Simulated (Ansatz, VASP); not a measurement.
# Si2W: VASP beside Ansatz, part 2 of 2

One calculation is typed for both programs; each brings its own data sets and cutoff. How far apart do they land?  The cell comes out of the VASP series on this material, whose earlier steps may have relaxed, scaled or displaced it; both programs get it as it stands.

VASP 6.6.1 and Ansatz 0.2.0.

So far. Step 2 (VASP: band structure, LDA): The run ends at a pressure of 0.01 GPa, with forces up to 0.0028 eV/Å.

## Step 5: VASP: band structure, LDA, spin-orbit coupling

Level of this step: LDA, spin-orbit coupling; plane waves and PAW (Si, W) (VASP).

Levels along a path test the potential and the projectors away from the mesh points.

Contents of INCAR:

```
SYSTEM = Si2W
PREC = Accurate
ENCUT = 400
EDIFF = 1E-06
NELM = 100
ISMEAR = 0
SIGMA = 0.05
LREAL = .FALSE.
ALGO = Normal
GGA = CA
LNONCOLLINEAR = .TRUE.
MAGMOM = 0 0 0 0 0 0 0 0 0
NBANDS = 26
GGA_COMPAT = .FALSE.
LASPH = .TRUE.
LSORBIT = .TRUE.
LMAXMIX = 4
LORBIT = 11
LWAVE = .FALSE.
LCHARG = .FALSE.
KPAR = 2
```

Contents of POSCAR:

```
Si2W
1.0
   -1.5936247427      1.5936247427      3.8863588592
    1.5936247427     -1.5936247427      3.8863588592
    1.5936247427      1.5936247427     -3.8863588592
Si W
2 1
Direct
    0.3348864609      0.3348864609      0.0000000000
    0.6651135391      0.6651135391      0.0000000000
    0.0000000000      0.0000000000      0.0000000000
```

Contents of KPOINTS:

```
Automatic mesh
0
Gamma
8 8 8
0 0 0
```

Contents of KPOINTS_OPT:

```
Line mode
16
Line-mode
Reciprocal
  0.00000000   0.00000000   0.00000000 GAMMA
  0.00000000   0.00000000   0.50000000 X

  0.00000000   0.00000000   0.50000000 X
 -0.08407296   0.08407296   0.50000000 Y

 -0.08407296   0.08407296   0.50000000 Y
 -0.29203648   0.29203648   0.29203648 S

 -0.29203648   0.29203648   0.29203648 S
  0.00000000   0.00000000   0.00000000 GAMMA

  0.00000000   0.00000000   0.00000000 GAMMA
  0.50000000   0.50000000  -0.50000000 Z

  0.50000000   0.50000000  -0.50000000 Z
  0.29203648   0.70796352  -0.29203648 S1

  0.29203648   0.70796352  -0.29203648 S1
  0.00000000   0.50000000   0.00000000 N

  0.00000000   0.50000000   0.00000000 N
  0.25000000   0.25000000   0.25000000 P

  0.25000000   0.25000000   0.25000000 P
  0.50000000   0.50000000  -0.08407296 Y1

  0.50000000   0.50000000  -0.08407296 Y1
  0.50000000   0.50000000  -0.50000000 Z

  0.00000000   0.00000000   0.50000000 X
  0.25000000   0.25000000   0.25000000 P
```

The projector-augmented-wave data sets are Si and W (LDA family, release 64).

The run is started by

```sh
mpirun -np 2 vasp_ncl
```

Numbers of over 12 decimals in the logs are rounded to 6 here.

The log of the run:

```text
[... set-up lines as in an earlier step ...]
 entering main loop
       N       E                     dE             d eps       ncg     rms          rms(c)
DAV:   1     0.192026716988E+02    0.19203E+02   -0.49891E+03  3156   0.761E+02
DAV:   2    -0.263276864774E+02   -0.45530E+02   -0.42392E+02  3764   0.170E+02
DAV:   3    -0.284412580025E+02   -0.21136E+01   -0.20630E+01  4122   0.318E+01
DAV:   4    -0.284709724596E+02   -0.29714E-01   -0.29634E-01  3834   0.397E+00
[...]
DAV:  11    -0.276199826890E+02    0.10217E-04   -0.89283E-05  3588   0.597E-02    0.394E-02
DAV:  12    -0.276199791324E+02    0.35565E-05   -0.66442E-06  3464   0.177E-02    0.102E-02
DAV:  13    -0.276199791496E+02   -0.17104E-07   -0.64826E-07  2308   0.527E-03
   1 F= -.27619979E+02 E0= -.27619804E+02  d E =-.351097E-03  mag=    -0.0000     0.0000     0.0000
 Start KPOINTS_OPT (optional k-point list driver)
k-point batch [1-59\176]
       N       E                     dE             ncg
DAV:   1     0.736963020327E+04   -0.15880E+05     3116
DAV:   2     0.466572453645E+04   -0.27039E+04     3864
DAV:   3     0.454586093032E+04   -0.11986E+03     4060
DAV:   4     0.454446199877E+04   -0.13989E+01     3772
DAV:   5     0.454444229789E+04   -0.19701E-01     3986
DAV:   6     0.454444204418E+04   -0.25370E-03     3924
DAV:   7     0.454444203972E+04   -0.44592E-05     3616
DAV:   8     0.454444203957E+04   -0.15010E-06     2708
[...]
k-point batch [119-176\176]
       N       E                     dE             ncg
DAV:   1     0.760688126941E+04   -0.21118E+05     3056
DAV:   2     0.501646084451E+04   -0.25904E+04     3736
DAV:   3     0.490573728370E+04   -0.11072E+03     3988
DAV:   4     0.490446205304E+04   -0.12752E+01     3612
DAV:   5     0.490444578714E+04   -0.16266E-01     3658
DAV:   6     0.490444542702E+04   -0.36012E-03     3698
DAV:   7     0.490444541572E+04   -0.11305E-04     3234
DAV:   8     0.490444541515E+04   -0.56693E-06     2642
```

From OUTCAR (step 5):

```text
  Total       -0.0049237     -0.0049237     -0.0606444      0.0000000      0.0000000      0.0000000
  in kB       -0.1998147     -0.1998147     -2.4610844      0.0000000      0.0000000      0.0000000
  external PRESSURE =      -0.9535713 kB  Pullay stress =       0.0000000 kB

 POSITION                                       TOTAL-FORCE (eV/Angst)
 -----------------------------------------------------------------------------------
      0.00000      0.00000      2.60298         0.000000      0.000000     -0.006623
      0.00000      0.00000      5.16974         0.000000      0.000000      0.006623
      0.00000      0.00000      0.00000        -0.000000     -0.000000      0.000000
 -----------------------------------------------------------------------------------
    total drift:                                0.000000     -0.000000      0.000000

  FREE ENERGIE OF THE ION-ELECTRON SYSTEM (eV)
  ---------------------------------------------------
  free  energy   TOTEN  =       -27.6199791496 eV

  energy  without entropy=      -27.6196280525  energy(sigma->0) =      -27.61980360

 magnetization (x)
# of ion       s       p       d       tot
------------------------------------------
    1       -0.000  -0.000   0.000  -0.000
    2       -0.000  -0.000   0.000  -0.000
    3       -0.000  -0.000  -0.000  -0.000
--------------------------------------------------
tot         -0.000  -0.000  -0.000  -0.000

 magnetization (y)
# of ion       s       p       d       tot
------------------------------------------
    1        0.000   0.000   0.000   0.000
    2        0.000   0.000   0.000   0.000
    3        0.000  -0.000   0.000   0.000
--------------------------------------------------
tot          0.000   0.000   0.000   0.000

 magnetization (z)
# of ion       s       p       d       tot
------------------------------------------
    1        0.000   0.000   0.000   0.000
    2        0.000   0.000   0.000   0.000
    3        0.000   0.000   0.000   0.000
--------------------------------------------------
tot          0.000   0.000   0.000   0.000

[... 1 part as in an earlier step ...]

[... 2 further parts left out ...]
[key lines of the parts left out:]
E-fermi :  10.7754
```

The run ends at a pressure of -0.10 GPa, with forces up to 0.0066 eV/Å.

## Step 6: Ansatz: band structure, LDA, spin-orbit coupling

The same cell, functional (in two slightly different forms), mesh and smearing now go to Ansatz, which takes its cutoff from its data sets.

The cell comes out of the VASP series on this material, whose earlier steps may have relaxed, scaled or displaced it; both programs get it as it stands.

Contents of input.yaml:

```yaml
crystal:
  lattice:
    - [-1.5936247427, 1.5936247427, 3.8863588592]
    - [1.5936247427, -1.5936247427, 3.8863588592]
    - [1.5936247427, 1.5936247427, -3.8863588592]
  atoms:
    - { symbol: Si, position: [0.3348864609, 0.3348864609, 0.0] }
    - { symbol: Si, position: [0.6651135391, 0.6651135391, 0.0] }
    - { symbol: W, position: [0.0, 0.0, 0.0] }
hamiltonian:
  xc: lda
  pseudopotentials: { kind: paw_fr }
magnetization:
  noncollinear: true
  spin_orbit: true
kpoints:
  mp_grid: { grid: [8, 8, 8] }
  band_path:
    path:
      - [0.0, 0.0, 0.0]
      - [0.0, 0.0, 0.2]
      - [0.0, 0.0, 0.4]
      - [-0.01121, 0.01121, 0.5]
      - [-0.04484, 0.04484, 0.5]
      - [-0.07847, 0.07847, 0.5]
      - [-0.13953, 0.13953, 0.44454]
      - [-0.22272, 0.22272, 0.36136]
      - [-0.29204, 0.29204, 0.29204]
      - [-0.17522, 0.17522, 0.17522]
      - [-0.05841, 0.05841, 0.05841]
      - [0.06667, 0.06667, -0.06667]
      - [0.26667, 0.26667, -0.26667]
      - [0.46667, 0.46667, -0.46667]
      - [0.44454, 0.55546, -0.44454]
      - [0.36136, 0.63864, -0.36136]
      - [0.29204, 0.70796, -0.29204]
      - [0.17522, 0.62478, -0.17522]
      - [0.05841, 0.54159, -0.05841]
      - [0.03333, 0.46667, 0.03333]
      - [0.13333, 0.36667, 0.13333]
      - [0.23333, 0.26667, 0.23333]
      - [0.31667, 0.31667, 0.16091]
      - [0.41667, 0.41667, 0.02728]
      - [0.5, 0.5, -0.08407]
      - [0.5, 0.5, -0.25044]
      - [0.5, 0.5, -0.41681]
      - [0.03333, 0.03333, 0.46667]
      - [0.13333, 0.13333, 0.36667]
      - [0.25, 0.25, 0.25]
    npoints: 1
scf:
  occupations: { method: gaussian, width: 0.05 }
  n_extra_bands: 14
output:
  forces: true
  stress: true
  eigenvalues: true
  write_density: true
  write_potential: true
  elf: true
  volumetric_format: npy
```

The run is started by

```sh
ansatz run input.yaml --threads 2 --pin off --max-ram 4608MiB --backend cpu --events-out ev --progress --plain --runs-dir out
```

The log of the run:

```text
[...]
non-collinear run that drives no moment, with spin-orbit: no starting moment large enough to seed its density (crystal.atoms[].spin), no starting occupations that ask for one, no magnetisation constraint and no magnetic field, so the semilocal B_xc is pinned to zero
Crystal: 3 atoms, lattice volume = 39.480 Å³
Basis set: ecut = 420 eV, 769 PW (Γ)
[...]
k-point 1: bands = [... 18 lower, 15.0815, 15.0815, 15.5974, 15.5974, 19.3663, 19.3663, 20.4041, 20.4041, ... 10 higher]
  k-point 2: bands = [... 18 lower, 14.0818, 14.0818, 15.0124, 15.0124, 19.9758, 19.9758, 20.2431, 20.2431, ... 10 higher]
  k-point 58: bands = [... 18 lower, 16.2649, 16.2649, 16.2998, 16.2998, 16.5112, 16.5112, 17.7863, 17.7863, ... 10 higher]
[key lines of the parts left out:]
SCF converged after 7 iterations
Magnetization: |M| = 0.0000 μB,  M = (+0.0000, +0.0000, +0.0000) μB
Free energy (F): -11372.090609 eV
Fermi energy:    16.874276 eV
P = ⅓ Tr σ = -0.3861 GPa (-3.861 kbar)
```

Run time: 21 s. Hardware: 2 threads of Arm Neoverse N1, shared host; peak memory 0.47 GiB.

## Step 7: Comparison

What differs besides the data sets and the points named for the pairs above, as far as they apply: spin-orbit coupling enters by fully relativistic files in Ansatz and inside the spheres in VASP; the data sets hold 22 valence electrons in Ansatz (fully relativistic PAW (standard-fr) files) and 14 in VASP. Total energies have different zeros and are not compared.

Both answers:

```tsv
quantity	Ansatz	VASP	difference
pressure (GPa)	-0.39	-0.10	-0.29
```

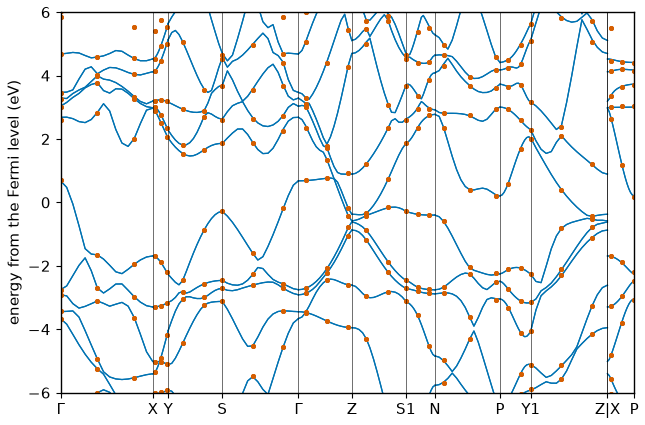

Bands from VASP (lines) and levels from Ansatz (dots). Dots without a line are higher empty bands that the VASP plot leaves out.

At this near-relaxed geometry the largest component of a force difference is 9 meV/Å. Levels from 3 eV below to 2 eV above the Fermi level differ by 14 meV r.m.s. and 49 meV at most; each VASP level is matched to the nearest of Ansatz, which flatters the figure a little. Ansatz's pressure holds a Pulay correction of 0.05 GPa; VASP's holds none.

## Step 8: Summary of results

| Quantity | Value |
| --- | --- |
| r.m.s. difference of levels near the Fermi level (band structure, LDA) | 12 meV |
| r.m.s. difference of levels near the Fermi level (band structure, LDA, spin-orbit coupling) | 14 meV |

**Reading.** The r.m.s. difference of levels near the Fermi level is 14 meV (band structure, LDA, spin-orbit coupling), within the 80 meV picked in this series as the mark of a large difference. 1 further run on this material is not shown. Differences of this kind measure data sets and numerical settings, not the functional's error against experiment.

[Lines on the potential files, build, host, timing and source positions are cut from VASP's logs without a mark.]

[Logs are printed without paths, hosts, clocks, repeated set-up lines and the standing remarks that a program may print on its own settings, such as how far it seeks lower states.]

[Hosts, paths, dates, database ids (printed as entryN), source tags and the programs' standing remarks are cut or masked in the printed files.]
